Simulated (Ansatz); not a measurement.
# Si: energy over two strains

How does the energy of Si (Fd-3m, No. 227; 2 atoms in the cell) change over two coordinates at once? A grid of runs gives the map.

Program: Ansatz 0.2.0. Level of theory: DFT LDA, scalar-relativistic, plane waves, PAW. These are calculated values, not measurements.

1 further run of the same task is left out (set aside as unsound or not needed).

**1. Starting point**

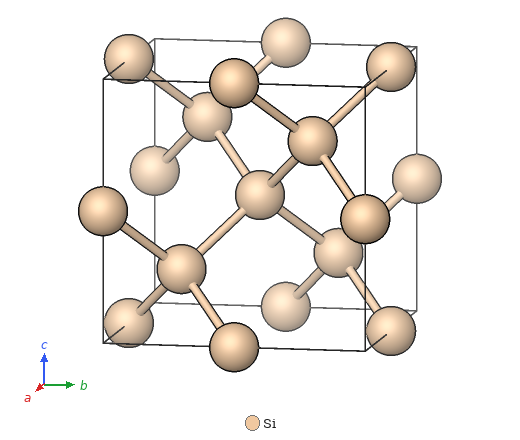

The starting structure, seen slightly off an axis (silicon light orange). The cell drawn here is the conventional one.

Structure file:

```cif
data_structure
_symmetry_space_group_name_H-M 'P 1'
_symmetry_Int_Tables_number 1
_cell_length_a 3.8195
_cell_length_b 3.8195
_cell_length_c 3.8195
_cell_angle_alpha 60.000
_cell_angle_beta 60.000
_cell_angle_gamma 60.000
_cell_volume 39.40
loop_
_atom_site_label
_atom_site_type_symbol
_atom_site_fract_x
_atom_site_fract_y
_atom_site_fract_z
_atom_site_occupancy
Si1 Si 0.50000 0.50000 0.50000 1
Si2 Si 0.75000 0.75000 0.75000 1
```

It is the result of an earlier relaxation at this level (volume 19.70 Å³/atom; gap on the mesh: 0.44 eV).

**2. Setting up the map**

The energy is mapped over two homogeneous strains (x along [1 0 0], y along [0 1 0], z along [0 0 1] of the conventional cell).

First coordinate, strain +e along x and -e along y: 9 values from −11.00 %. Second coordinate, strain +e along z and -e/2 along x and y: 9 values from −7.00 %.

Nothing else is relaxed (symmetry fixes all fractional coordinates). Energies count from the relaxed crystal. Points are written as (first, second).

Below, 8 of the grid's runs; all are launched alike.

**3. Grid point (−8.25 %, 0.00 %)**

input.yaml

```yaml
crystal:
  lattice:
    - [0.0, 2.9236148535, 2.7007989409]
    - [2.4779830283, 0.0, 2.7007989409]
    - [2.4779830283, 2.9236148535, 0.0]
  atoms:
    - { symbol: Si, position: [0.5, 0.5, 0.5] }
    - { symbol: Si, position: [0.75, 0.75, 0.75] }
basis:
  ecutwfc: 420
kpoints:
  mp_grid: { grid: [12, 12, 12] }
hamiltonian:
  xc: lda
  pseudopotentials: { kind: paw, azcp: { folder: soft_1 } }
scf:
  occupations: { method: gaussian, width: 0.05 }
output:
  forces: true
  stress: true
  eigenvalues: true
```

Run with:

```sh
$ ansatz run input.yaml --threads 1 --pin off --max-ram 2048MiB --backend cpu --events-out ev --progress --plain --runs-dir out
```

The program printed (excerpt; [...] marks lines left out):

```text
Warning: <dir> the record states the generating functional pbe (its physics header spells it `PBE`), which answers neither for hamiltonian.xc's functional nor for the lda family's — results may be inconsistent (PPs are generated against a specific XC)
Warning: RAYON_NUM_THREADS=1 ignored (pool sized by the plan → 1); use --threads N
[...]
Pseudopotentials: kind: paw
Pseudopotential: Si, paw, valence charge 4, recommended cutoff 420 eV (normal), <dir>
Functional definition: SPW92
[...]
Crystal: 2 atoms, lattice volume = 39.133 Å³
Basis set: ecut = 420 eV, 777 PW (Γ)
Bands: 8, of which v1, the nominal top of the filled ones, is band 4 counted from 1 (3 counted from 0)
Symmetry: 8 space group operations
Space group: Fddd (ITA 70), of the structure as read, at distance tolerance 3.4e-5 Å
k-points: 280 of 1728
[...]
SCF iter   1: F=—  HF=-1217.405678 eV  |F-HF|=—  |Δ(HF+E_count)|=         —  Δρ=4.68e-2  dr2=8.13e-1  ethr=3.10e-3  ⟨swp⟩=6.6  Hψ=21957  notcnv=0
[...]
SCF iter   6: F=-1217.147400 eV  HF=-1217.147400 eV  |F-HF|=4.14e-11  |Δ(HF+E_count)|=   4.40e-9  Δρ=6.11e-7  dr2=1.35e-10  ethr=6.28e-10  ⟨swp⟩=2.2  Hψ=7904  notcnv=0
[...]
SCF converged after 6 iterations
Free energy (F): -1217.147400 eV
[...]
E sigma→0 (E₀):  -1217.147308 eV
Entropy (-TS):   -0.000183 eV (-0.092 meV/atom)
Fermi energy:    6.396087 eV
[...]
--- Forces (eV/Å), atoms counted from 1 ---
  atom   1  Si     0.00000000     0.00000000     0.00000000
  atom   2  Si     0.00000000     0.00000000     0.00000000
[...]
--- Stress (GPa, compression-positive) ---
        5.904822       0.000000       0.000000
        0.000000      -8.526053       0.000000
        0.000000       0.000000       2.042168
  P = ⅓ Tr σ = -0.1930 GPa (-1.930 kbar)
--- Band table (eV; the first three rows and the last of 280) ---
  k-point 0: bands = ["-5.8208", "5.6717", "6.4158", "6.8596", "8.6355", "8.9667", "9.2160", "9.4433"]
[...]
```

Wall time 1.9 s (1 thread of AMD EPYC 9R45 (Zen 5), shared host); peak memory 0.41 GiB.

That is 77 meV/atom from the zero.

**4. The run at (−8.25 %, −7.00 %)**

Changes to input.yaml since step 3:

```diff
@@ -2,5 +2,5 @@
   lattice:
-    - [0.0, 2.9236148535, 2.7007989409]
-    - [2.4779830283, 0.0, 2.7007989409]
-    - [2.4779830283, 2.9236148535, 0.0]
+    - [0.0, 3.0181428165, 2.511743015]
+    - [2.5725109912, 0.0, 2.511743015]
+    - [2.5725109912, 3.0181428165, 0.0]
   atoms:
```

Run with:

```sh
$ ansatz run input.yaml --threads 1 --pin off --max-ram 2048MiB --backend cpu --events-out ev --progress --plain --runs-dir out
```

The program printed (excerpt; [...] marks lines left out):

```text
[...]
SCF converged after 7 iterations
Free energy (F): -1217.029142 eV
[...]
E sigma→0 (E₀):  -1217.029043 eV
Entropy (-TS):   -0.000197 eV (-0.098 meV/atom)
Fermi energy:    6.616168 eV
[...]
--- Forces (eV/Å), atoms counted from 1 ---
  atom   1  Si    -0.00000000    -0.00000000     0.00000000
  atom   2  Si     0.00000000     0.00000000     0.00000000
[...]
--- Stress (GPa, compression-positive) ---
        6.597735       0.000000      -0.000000
        0.000000     -13.557463      -0.000000
       -0.000000      -0.000000       6.748938
  P = ⅓ Tr σ = -0.0703 GPa (-0.703 kbar)
--- Band table (eV; the first three rows and the last of 280) ---
  k-point 0: bands = ["-5.7957", "5.3758", "6.8199", "6.9247", "8.7972", "8.8911", "9.1946", "9.3992"]
[...]
```

It took 2.1 s on 1 thread of AMD EPYC 9R45 (Zen 5), shared host; peak memory 0.41 GiB.

On the map this point reads 136 meV/atom.

**5. The run at (−8.25 %, −3.50 %)**

Changes to input.yaml since step 4:

```diff
@@ -2,5 +2,5 @@
   lattice:
-    - [0.0, 3.0181428165, 2.511743015]
-    - [2.5725109912, 0.0, 2.511743015]
-    - [2.5725109912, 3.0181428165, 0.0]
+    - [0.0, 2.970878835, 2.606270978]
+    - [2.5252470097, 0.0, 2.606270978]
+    - [2.5252470097, 2.970878835, 0.0]
   atoms:
```

Run with:

```sh
$ ansatz run input.yaml --threads 1 --pin off --max-ram 2048MiB --backend cpu --events-out ev --progress --plain --runs-dir out
```

The program printed (excerpt; [...] marks lines left out):

```text
Warning: <dir> the record states the generating functional pbe (its physics header spells it `PBE`), which answers neither for hamiltonian.xc's functional nor for the lda family's — results may be inconsistent (PPs are generated against a specific XC)
Warning: RAYON_NUM_THREADS=1 ignored (pool sized by the plan → 1); use --threads N
[...]
[... 3 set-up lines as earlier in the session ...]
[...]
Crystal: 2 atoms, lattice volume = 39.106 Å³
Basis set: ecut = 420 eV, 765 PW (Γ)
Bands: 8, of which v1, the nominal top of the filled ones, is band 4 counted from 1 (3 counted from 0)
[... 2 set-up lines as earlier in the session ...]
k-points: 280 of 1728
[...]
SCF iter   1: F=—  HF=-1217.364293 eV  |F-HF|=—  |Δ(HF+E_count)|=         —  Δρ=4.68e-2  dr2=8.17e-1  ethr=3.10e-3  ⟨swp⟩=6.6  Hψ=21937  notcnv=0
[...]
SCF iter   6: F=-1217.103748 eV  HF=-1217.103748 eV  |F-HF|=3.12e-11  |Δ(HF+E_count)|=   1.36e-8  Δρ=9.42e-7  dr2=2.13e-10  ethr=8.61e-10  ⟨swp⟩=2.3  Hψ=7939  notcnv=0
[...]
SCF converged after 6 iterations
Free energy (F): -1217.103748 eV
[...]
E sigma→0 (E₀):  -1217.103613 eV
Entropy (-TS):   -0.000271 eV (-0.136 meV/atom)
Fermi energy:    6.551060 eV
[...]
--- Forces (eV/Å), atoms counted from 1 ---
  atom   1  Si     0.00000000     0.00000000     0.00000000
  atom   2  Si    -0.00000000     0.00000000     0.00000000
[...]
--- Stress (GPa, compression-positive) ---
        5.896464       0.000000       0.000000
        0.000000     -11.263000       0.000000
        0.000000       0.000000       5.113511
  P = ⅓ Tr σ = -0.0843 GPa (-0.843 kbar)
--- Band table (eV; the first three rows and the last of 280) ---
  k-point 0: bands = ["-5.8145", "5.5047", "6.6677", "6.8175", "8.7334", "8.8563", "9.2776", "9.3264"]
[...]
```

It took 2 s on 1 thread of AMD EPYC 9R45 (Zen 5), shared host; peak memory 0.41 GiB.

That is 98 meV/atom from the zero.

**6. Point (−8.25 %, 3.50 %)**

Changes to input.yaml since step 5:

```diff
@@ -2,5 +2,5 @@
   lattice:
-    - [0.0, 2.970878835, 2.606270978]
-    - [2.5252470097, 0.0, 2.606270978]
-    - [2.5252470097, 2.970878835, 0.0]
+    - [0.0, 2.8763508721, 2.7953269038]
+    - [2.4307190468, 0.0, 2.7953269038]
+    - [2.4307190468, 2.8763508721, 0.0]
   atoms:
```

Run with:

```sh
$ ansatz run input.yaml --threads 1 --pin off --max-ram 2048MiB --backend cpu --events-out ev --progress --plain --runs-dir out
```

The program printed (excerpt; [...] marks lines left out):

```text
[...]
SCF converged after 6 iterations
Free energy (F): -1217.149754 eV
[...]
E sigma→0 (E₀):  -1217.149618 eV
Entropy (-TS):   -0.000272 eV (-0.136 meV/atom)
Fermi energy:    6.344302 eV
[...]
--- Forces (eV/Å), atoms counted from 1 ---
  atom   1  Si     0.00000000     0.00000000     0.00000000
  atom   2  Si     0.00000000     0.00000000     0.00000000
[...]
--- Stress (GPa, compression-positive) ---
        6.242199       0.000000       0.000000
        0.000000      -5.636736       0.000000
        0.000000       0.000000      -1.519150
  P = ⅓ Tr σ = -0.3046 GPa (-3.046 kbar)
--- Band table (eV; the first three rows and the last of 280) ---
  k-point 0: bands = ["-5.8123", "5.8825", "6.1664", "6.9514", "8.5973", "9.1254", "9.2128", "9.5253"]
[...]
```

Wall time 2 s (1 thread of AMD EPYC 9R45 (Zen 5), shared host); peak memory 0.41 GiB.

That is 75 meV/atom from the zero.

**7. Grid point (−8.25 %, −5.25 %)**

Changes to input.yaml since step 6:

```diff
@@ -2,5 +2,5 @@
   lattice:
-    - [0.0, 2.8763508721, 2.7953269038]
-    - [2.4307190468, 0.0, 2.7953269038]
-    - [2.4307190468, 2.8763508721, 0.0]
+    - [0.0, 2.9945108257, 2.5590069965]
+    - [2.5488790005, 0.0, 2.5590069965]
+    - [2.5488790005, 2.9945108257, 0.0]
   atoms:
@@ -21 +21,5 @@
   eigenvalues: true
+  write_density: true
+  write_potential: true
+  elf: true
+  volumetric_format: npy
```

Run with:

```sh
$ ansatz run input.yaml --threads 1 --pin off --max-ram 2048MiB --backend cpu --events-out ev --progress --plain --runs-dir out
```

The program printed (excerpt; [...] marks lines left out):

```text
[...]
SCF converged after 6 iterations
Free energy (F): -1217.068985 eV
[...]
E sigma→0 (E₀):  -1217.068814 eV
Entropy (-TS):   -0.000341 eV (-0.171 meV/atom)
Fermi energy:    6.597357 eV
[...]
--- Forces (eV/Å), atoms counted from 1 ---
  atom   1  Si    -0.00000000    -0.00000000     0.00000000
  atom   2  Si     0.00000000     0.00000000    -0.00000000
[...]
--- Stress (GPa, compression-positive) ---
        6.150344       0.000000      -0.000000
        0.000000     -12.471946      -0.000000
       -0.000000      -0.000000       6.112444
  P = ⅓ Tr σ = -0.0697 GPa (-0.697 kbar)
--- Band table (eV; the first three rows and the last of 280) ---
  k-point 0: bands = ["-5.8070", "5.4352", "6.7947", "6.8129", "8.8044", "8.8198", "9.2611", "9.3305"]
[...]
```

Run time: 2.5 s. Hardware: 1 thread of AMD EPYC 9R45 (Zen 5), shared host; peak memory 0.41 GiB.

Axes a, b and c in the maps are those of this run's conventional cell (a, b, c = 5.098, 5.118, 5.989 Å).

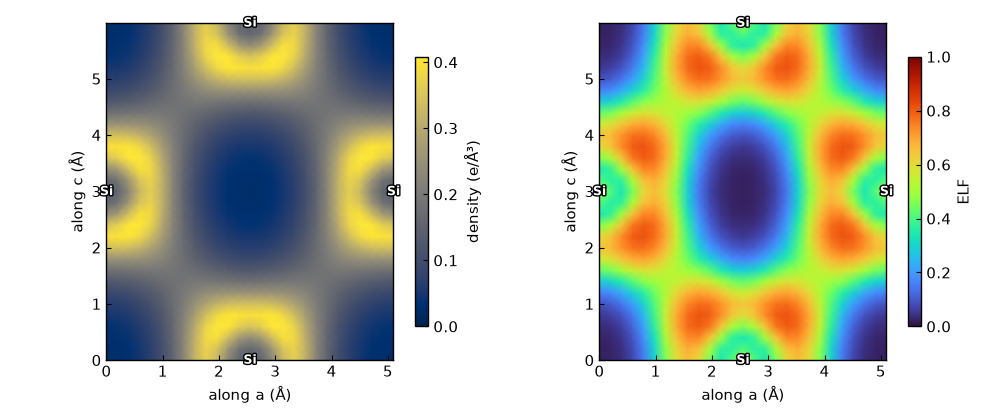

Density (left) and ELF (right) in a lattice plane of the grid's cell (edges 5.10 and 5.99 Å, at 0.000 of the third edge), which holds Si. Only atoms in the plane are labelled. Both are smooth fields of the valence electrons: close to the nuclei they are not physical.

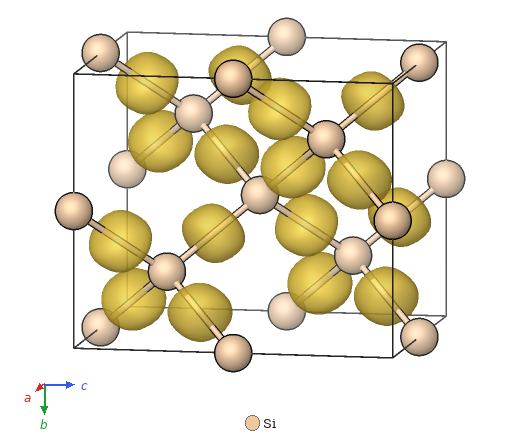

Surface of ELF = 0.85, drawn in one cell.

Maxima of ELF outside the ion cores: 0.95 on the Si–Si line, 1.2 Å from Si.

That is 116 meV/atom from the zero.

**8. Grid point (−8.25 %, 5.25 %)**

input.yaml

```yaml
crystal:
  lattice:
    - [0.0, 2.8527188813, 2.8425908853]
    - [2.4070870561, 0.0, 2.8425908853]
    - [2.4070870561, 2.8527188813, 0.0]
  atoms:
    - { symbol: Si, position: [0.5, 0.5, 0.5] }
    - { symbol: Si, position: [0.75, 0.75, 0.75] }
basis:
  ecutwfc: 420
kpoints:
  mp_grid: { grid: [12, 12, 12] }
hamiltonian:
  xc: lda
  pseudopotentials: { kind: paw, azcp: { folder: soft_1 } }
scf:
  occupations: { method: gaussian, width: 0.05 }
output:
  forces: true
  stress: true
  eigenvalues: true
```

Run with:

```sh
$ ansatz run input.yaml --threads 1 --pin off --max-ram 2048MiB --backend cpu --events-out ev --progress --plain --runs-dir out
```

The program printed (excerpt; [...] marks lines left out):

```text
[...]
SCF converged after 6 iterations
Free energy (F): -1217.134149 eV
[...]
E sigma→0 (E₀):  -1217.134009 eV
Entropy (-TS):   -0.000280 eV (-0.140 meV/atom)
Fermi energy:    6.332896 eV
[...]
--- Forces (eV/Å), atoms counted from 1 ---
  atom   1  Si     0.00000000     0.00000000     0.00000000
  atom   2  Si    -0.00000000     0.00000000     0.00000000
[...]
--- Stress (GPa, compression-positive) ---
        6.424909       0.000000       0.000000
        0.000000      -4.034673       0.000000
        0.000000       0.000000      -3.511383
  P = ⅓ Tr σ = -0.3737 GPa (-3.737 kbar)
--- Band table (eV; the first three rows and the last of 280) ---
  k-point 0: bands = ["-5.8034", "6.0036", "6.0399", "7.0151", "8.5993", "9.2210", "9.2317", "9.5398"]
[...]
```

Run time: 2 s. Hardware: 1 thread of AMD EPYC 9R45 (Zen 5), shared host; peak memory 0.41 GiB.

Energy on the map's scale: 83 meV/atom.

(Part 1 of 2 ends here.)
